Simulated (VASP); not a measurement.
Band structure of SnO (litharge). Calculation: SCAN meta-GGA, VASP's PBE PAW potentials (set 64) (plane waves; VASP).

Unless said otherwise, spin-orbit coupling is left out, though it shifts the bands of the heavy elements here.

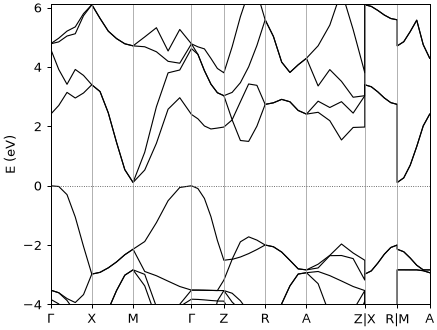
*Bands along high-symmetry lines, zero at the valence-band maximum or, without a gap, the Fermi level*

Question: Read the plot: is there a gap, and where are the band edges?

Answer: The gap is indirect, 0.11 eV, from the valence maximum at Γ to the conduction minimum at M.

Measured: gap 0.70 eV (computed value off by -0.59 eV), as given by David Waroquiers et al., Physical Review B (2013), arXiv:1302.6756.

The compound is SnO in the litharge structure. It was relaxed first.
